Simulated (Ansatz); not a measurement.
**Geometry relaxation, with input and output: SiH$_{4}$O**

The run: geometry relaxation of SiH$_{4}$O. Method and program: RKS BHLYP/cc-pVDZ (Ansatz 0.2.0).

It belongs to a series of runs on one base structure; here: end point A relaxed. Figures and captions count atoms from 1; the log counts them from 0 in places.

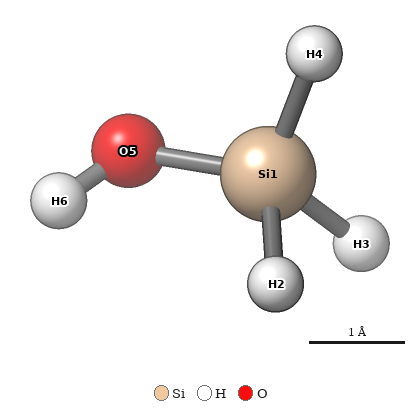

**Figure 1.** The input geometry (ball-and-stick view, seen at a tilt; atoms are numbered from 1 in the order of the input). Bond lengths as drawn: H–O 0.96 Å, H–Si 1.45 to 1.48 Å and O–Si 1.67 Å.

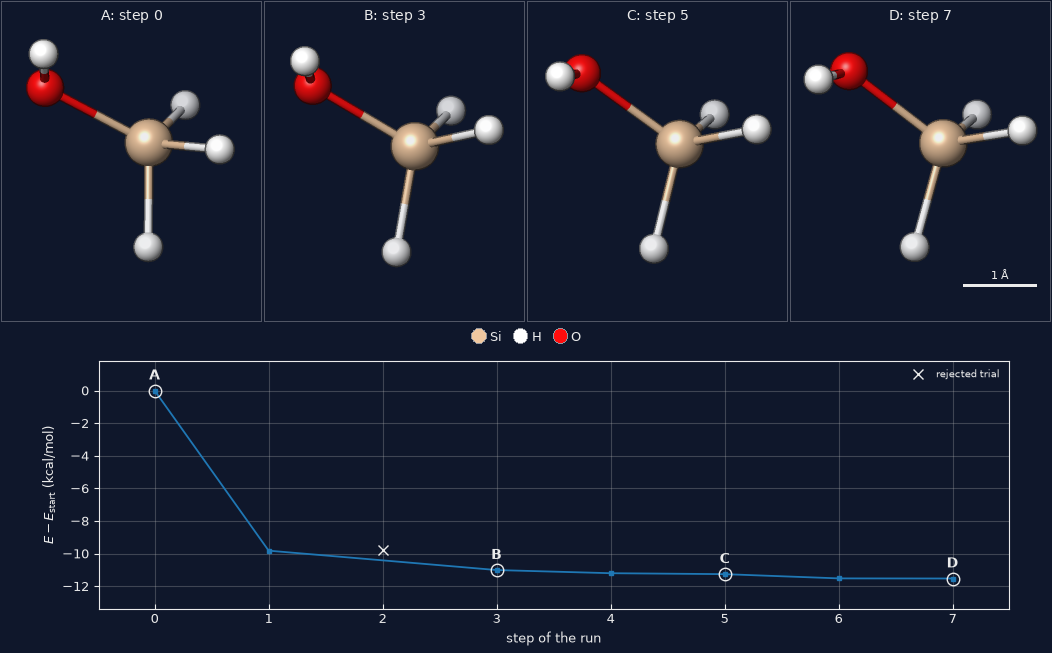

**Figure 2.** Frames of the relaxation (ball-and-stick view, seen at a tilt) above the curves, on which the letters mark them (the first geometry is step 0 here and step 1 in the log).

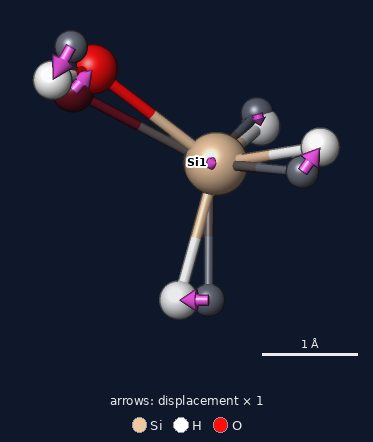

**Figure 3.** Start (faint) and end (solid) with the displacements as pink arrows, at true length (ball-and-stick view, seen at a tilt). The two geometries are laid on each other by the best rigid fit. The energy falls by 11.5 kcal/mol in 7 geometry steps. The largest force component goes from 1.5 to 0.0084 eV/Å. The line search rejected the trial step at point 2 (counted from 0) and went back. H6 moves most after the best rigid fit: 0.40 Å. By element the largest moves are H 0.40 Å, O 0.31 Å, Si 0.09 Å. Among the contacts that change: Si1–H2 1.450 → 1.488 Å, Si1–O5 1.670 → 1.675 Å. Among the angles that change: H2–Si1–H3 83.2° → 108.1°, H2–Si1–H4 115.6° → 110.0°, H3–Si1–H4 114.9° → 110.0°. (Atoms are counted from 1 in the order of the input.)

The input that produced these results follows, with the program's output.

**The input**
```yaml
crystal:
  periodic: [false, false, false]
  atoms:
    - { symbol: Si, position_ang: [0.129948, 0.009326, 0.114896] }
    - { symbol: H, position_ang: [0.456568, 0.003042, 1.527821] }
    - { symbol: H, position_ang: [1.56739, -0.07134, -0.042332] }
    - { symbol: H, position_ang: [-0.481787, 1.252824, -0.392254] }
    - { symbol: O, position_ang: [-0.726387, -1.313301, -0.439295] }
    - { symbol: H, position_ang: [-1.088531, -1.896551, 0.224764] }
basis:
  gaussian: { orbitals: cc-pVDZ }
hamiltonian:
  xc: { name: BHLYP }
relax:
  f_tol: 0.03
  max_steps: 50
```

Launched with:
```bash
ansatz run input.yaml --threads 1 --pin off --max-ram 2048MiB --backend cpu --events-out ev --progress --plain --runs-dir out
```

**Output**
```
The last accepted step is kept in [file] (removed where the run ends without a failure and the disk answers)
Engine: ansatz 0.2.0, x86_64-unknown-linux-gnu
Functional definition: BHLYP
  parameter a = 0.5
  exchange = (1 - a)*b88_x + a*exact_x
  correlation = lyp_c
555 factors; integrals over basis functions are off by at most 3.9e-4 eV
mean field evaluation 1: about -9986.2957 eV, gradient 3.9e1 eV
mean field evaluation 2: about -9985.1823 eV, gradient 4.6e1 eV
mean field evaluation 4: about -9988.8646 eV, gradient 2.6e-1 eV
mean field evaluation 8: about -9988.8654 eV, gradient 8.2e-3 eV
mean field -9988.86541166 eV, -367.0840331825 hartree, gradient 7.0e-6 eV, S^2 0.000000; 0 other end points of the search recorded, 0 dependent functions left out
the calculation of the forces begins
reference -9988.86555183 eV, -367.0840383336 hartree; 13, 13 occupied and 39, 39 virtual orbitals, 555 factors
relax step   1: F+E_penalty+E_count = -9988.86541166 eV  Δ(F+E_penalty+E_count) = +0.000e0 eV  max|allowed force component| = 1.512e0 eV/Å  Δτ_max = 0.0000 Å  (22 SCF iters, accepted)
these checks for a lower state are left out or cut short: starts, cluster_reference, orbital_swaps, neighbouring_geometries, increment
555 factors; integrals over basis functions are off by at most 4.6e-4 eV
mean field evaluation 16: about -9989.2910 eV, gradient 4.3e-2 eV
mean field -9989.29121854 eV, -367.0996812964 hartree, gradient 2.3e-5 eV, S^2 0.000000; 0 other end points of the search recorded, 0 dependent functions left out
the calculation of the forces begins
reference -9989.29135922 eV, -367.0996864666 hartree; 13, 13 occupied and 39, 39 virtual orbitals, 555 factors
relax step   2: F+E_penalty+E_count = -9989.29121854 eV  Δ(F+E_penalty+E_count) = -4.258e-1 eV  max|allowed force component| = 4.091e-1 eV/Å  Δτ_max = 0.1970 Å  (22 SCF iters, accepted)
these checks for a lower state are left out or cut short: starts, cluster_reference, orbital_swaps, neighbouring_geometries, increment
555 factors; integrals over basis functions are off by at most 5.2e-4 eV
mean field -9989.28894505 eV, -367.0995977472 hartree, gradient 9.2e-6 eV, S^2 0.000000; 0 other end points of the search recorded, 0 dependent functions left out
the calculation of the forces begins
reference -9989.28908545 eV, -367.0996029070 hartree; 13, 13 occupied and 39, 39 virtual orbitals, 555 factors
relax step   3: F+E_penalty+E_count = -9989.28894505 eV  Δ(F+E_penalty+E_count) = +2.273e-3 eV  max|allowed force component| = 9.384e-1 eV/Å  Δτ_max = 0.2000 Å  (25 SCF iters, rejected (line search))
these checks for a lower state are left out or cut short: starts, cluster_reference, orbital_swaps, neighbouring_geometries, increment
555 factors; integrals over basis functions are off by at most 5.1e-4 eV
mean field evaluation 32: about -9989.3428 eV, gradient 1.9e-5 eV
mean field -9989.34283275 eV, -367.1015780837 hartree, gradient 1.9e-5 eV, S^2 0.000000; 0 other end points of the search recorded, 0 dependent functions left out
the calculation of the forces begins
reference -9989.34297343 eV, -367.1015832538 hartree; 13, 13 occupied and 39, 39 virtual orbitals, 555 factors
relax step   4: F+E_penalty+E_count = -9989.34283275 eV  Δ(F+E_penalty+E_count) = -5.161e-2 eV  max|allowed force component| = 5.712e-2 eV/Å  Δτ_max = 0.0999 Å  (25 SCF iters, accepted)
these checks for a lower state are left out or cut short: starts, cluster_reference, orbital_swaps, neighbouring_geometries, increment
555 factors; integrals over basis functions are off by at most 5.2e-4 eV
mean field -9989.35121449 eV, -367.1018861070 hartree, gradient 5.5e-6 eV, S^2 0.000000; 0 other end points of the search recorded, 0 dependent functions left out
the calculation of the forces begins
reference -9989.35135493 eV, -367.1018912683 hartree; 13, 13 occupied and 39, 39 virtual orbitals, 555 factors
relax step   5: F+E_penalty+E_count = -9989.35121449 eV  Δ(F+E_penalty+E_count) = -8.382e-3 eV  max|allowed force component| = 1.301e-1 eV/Å  Δτ_max = 0.1000 Å  (26 SCF iters, accepted)
these checks for a lower state are left out or cut short: starts, cluster_reference, orbital_swaps, neighbouring_geometries, increment
555 factors; integrals over basis functions are off by at most 5.2e-4 eV
mean field -9989.35371423 eV, -367.1019779709 hartree, gradient 2.2e-5 eV, S^2 0.000000; 0 other end points of the search recorded, 0 dependent functions left out
the calculation of the forces begins
reference -9989.35385429 eV, -367.1019831177 hartree; 13, 13 occupied and 39, 39 virtual orbitals, 555 factors
relax step   6: F+E_penalty+E_count = -9989.35371423 eV  Δ(F+E_penalty+E_count) = -2.500e-3 eV  max|allowed force component| = 4.641e-1 eV/Å  Δτ_max = 0.1484 Å  (26 SCF iters, accepted)
these checks for a lower state are left out or cut short: starts, cluster_reference, orbital_swaps, neighbouring_geometries, increment
555 factors; integrals over basis functions are off by at most 5.2e-4 eV
mean field -9989.36500087 eV, -367.1023927473 hartree, gradient 5.1e-5 eV, S^2 0.000000; 0 other end points of the search recorded, 0 dependent functions left out
the calculation of the forces begins
reference -9989.36514132 eV, -367.1023979086 hartree; 13, 13 occupied and 39, 39 virtual orbitals, 555 factors
relax step   7: F+E_penalty+E_count = -9989.36500087 eV  Δ(F+E_penalty+E_count) = -1.129e-2 eV  max|allowed force component| = 8.947e-2 eV/Å  Δτ_max = 0.0664 Å  (22 SCF iters, accepted)
these checks for a lower state are left out or cut short: starts, cluster_reference, orbital_swaps, neighbouring_geometries, increment
555 factors; integrals over basis functions are off by at most 5.2e-4 eV
mean field -9989.36531853 eV, -367.1024044210 hartree, gradient 1.0e-5 eV, S^2 0.000000; 0 other end points of the search recorded, 0 dependent functions left out
the calculation of the forces begins
reference -9989.36545910 eV, -367.1024095867 hartree; 13, 13 occupied and 39, 39 virtual orbitals, 555 factors
relax step   8: F+E_penalty+E_count = -9989.36531853 eV  Δ(F+E_penalty+E_count) = -3.177e-4 eV  max|allowed force component| = 8.394e-3 eV/Å  Δτ_max = 0.0210 Å  (22 SCF iters, accepted)
555 factors; integrals over basis functions are off by at most 5.2e-4 eV
mean field evaluation 64: about -9989.3642 eV, gradient 3.0e-1 eV
mean field -9989.36531853 eV, -367.1024044210 hartree, gradient 1.0e-5 eV, S^2 0.000000; 1 other end points of the search recorded, 0 dependent functions left out
the calculation of the forces begins
reference -9989.36545910 eV, -367.1024095867 hartree; 13, 13 occupied and 39, 39 virtual orbitals, 555 factors
Total energy: -9989.36545910 eV, -367.1024095867 hartree
Atom 0 at     0.152285     0.025099     0.207509 Å, force    -0.008104     0.001663    -0.005199 eV/Å
Atom 1 at     0.203894     0.146824     1.689167 Å, force     0.000181     0.002261     0.006853 eV/Å
Atom 2 at     1.529521    -0.254518    -0.280526 Å, force     0.002694    -0.001910    -0.002582 eV/Å
Atom 3 at    -0.349558     1.283164    -0.387237 Å, force     0.001544    -0.006063     0.001676 eV/Å
Atom 4 at    -0.924621    -1.164985    -0.272789 Å, force     0.002111     0.008394    -0.000704 eV/Å
Atom 5 at    -0.754320    -2.051584     0.037476 Å, force     0.001574    -0.004345    -0.000044 eV/Å
Dipole moment:     0.164354    -0.180303     0.152139 e Å
```

**Trajectory as extended XYZ (Å, eV, eV/Å), 8 frames, from step=1 to step=8**
```
6
Properties=species:S:1:pos:R:3:forces:R:3 step=1 energy=-9988.86541
Si    0.1299    0.0093    0.1149    0.4070  -0.0038   0.2249
H     0.4566    0.0030    1.5278   -1.1700   0.0812   1.2922
H     1.5674   -0.0713   -0.0423    0.7918  -0.0584  -1.5124
H    -0.4818    1.2528   -0.3923    0.0011  -0.0016  -0.0050
O    -0.7264   -1.3133   -0.4393   -0.0748  -0.0187   0.0479
H    -1.0885   -1.8966    0.2248    0.0450   0.0013  -0.0476
6
Properties=species:S:1:pos:R:3:forces:R:3 step=2 energy=-9989.29122
Si    0.1833   -0.0039    0.1533    0.3638   0.1468   0.2276
H     0.2959    0.0174    1.6409   -0.4091  -0.0197   0.0049
H     1.6200   -0.0736   -0.2290   -0.1440  -0.0620  -0.3712
H    -0.4522    1.2287   -0.3708    0.1016   0.0413   0.0594
O    -0.7134   -1.2934   -0.4256    0.0300  -0.1033   0.1385
H    -1.0765   -1.8913    0.2247    0.0576  -0.0032  -0.0592
6
Properties=species:S:1:pos:R:3:forces:R:3 step=3 energy=-9989.28895 accepted=F
Si    0.1882    0.0528    0.1717   -0.4473  -0.9384  -0.0486
H     0.1311    0.0200    1.6404    0.2197   0.2506   0.3677
H     1.5417   -0.1792   -0.3408    0.4500   0.1881   0.0203
H    -0.3430    1.3249   -0.3449   -0.1213   0.0847  -0.0975
O    -0.7541   -1.2377   -0.3546   -0.3129  -0.2447   0.0462
H    -0.9066   -1.9968    0.2219    0.2118   0.6597  -0.2880
6
Properties=species:S:1:pos:R:3:forces:R:3 step=4 energy=-9989.34283
Si    0.1898    0.0072    0.1694    0.0342   0.0211   0.0238
H     0.2074    0.0321    1.6607   -0.0571  -0.0010  -0.0559
H     1.5958   -0.1184   -0.2992   -0.0546  -0.0085  -0.0229
H    -0.3978    1.2634   -0.3575    0.0472  -0.0125   0.0282
O    -0.7480   -1.2593   -0.4005   -0.0083   0.0230   0.0149
H    -0.9900   -1.9411    0.2206    0.0386  -0.0222   0.0119
6
Properties=species:S:1:pos:R:3:forces:R:3 step=5 energy=-9989.35121
Si    0.1795    0.0152    0.1737   -0.0339  -0.0267  -0.0001
H     0.1790    0.0482    1.6611    0.0320   0.0196   0.0118
H     1.5740   -0.1595   -0.3074    0.0184   0.0013   0.0239
H    -0.3666    1.2845   -0.3583   -0.0021  -0.0112  -0.0174
O    -0.8078   -1.2228   -0.3759   -0.0579  -0.1049   0.1119
H    -0.9009   -1.9817    0.2003    0.0436   0.1219  -0.1301
6
Properties=species:S:1:pos:R:3:forces:R:3 step=6 energy=-9989.35371
Si    0.1621    0.0236    0.1934   -0.3539  -0.3377  -0.1905
H     0.1950    0.1044    1.6800   -0.0132  -0.0092  -0.0294
H     1.5501   -0.2180   -0.2876   -0.0426  -0.0254   0.0042
H    -0.3507    1.2890   -0.3769    0.0002  -0.0171   0.0009
O    -0.9094   -1.1872   -0.3285    0.4641   0.3612   0.3097
H    -0.7899   -2.0278    0.1133   -0.0546   0.0282  -0.0949
6
Properties=species:S:1:pos:R:3:forces:R:3 step=7 energy=-9989.36500
Si    0.1547    0.0242    0.2044    0.0272   0.0152   0.0198
H     0.2024    0.1367    1.6888   -0.0017   0.0021  -0.0268
H     1.5357   -0.2457   -0.2824   -0.0207   0.0008   0.0074
H    -0.3527    1.2811   -0.3864    0.0062   0.0124   0.0021
O    -0.9168   -1.1657   -0.2851    0.0004  -0.0895   0.0312
H    -0.7660   -2.0467    0.0542   -0.0114   0.0590  -0.0337
6
Properties=species:S:1:pos:R:3:forces:R:3 step=8 energy=-9989.36532
Si    0.1523    0.0251    0.2075   -0.0081   0.0017  -0.0052
H     0.2039    0.1468    1.6892    0.0002   0.0023   0.0069
H     1.5295   -0.2545   -0.2805    0.0027  -0.0019  -0.0026
H    -0.3496    1.2832   -0.3872    0.0015  -0.0061   0.0017
O    -0.9246   -1.1650   -0.2728    0.0021   0.0084  -0.0007
H    -0.7543   -2.0516    0.0375    0.0016  -0.0043   0.0000
```

**Summary**

| quantity | value |
| --- | --- |
| outcome | converged |
| total energy | −9989.3655 eV |
| mean-field energy | −9989.3655 eV |
| largest force (length of the vector) at the end | 0.010 eV/Å |
| hardware | 1 thread of Intel Xeon @ 2.60GHz (Ice Lake), 24 GiB of memory available, shared host |
| wall time | 8.8 s |
| peak memory | 0.12 GiB |
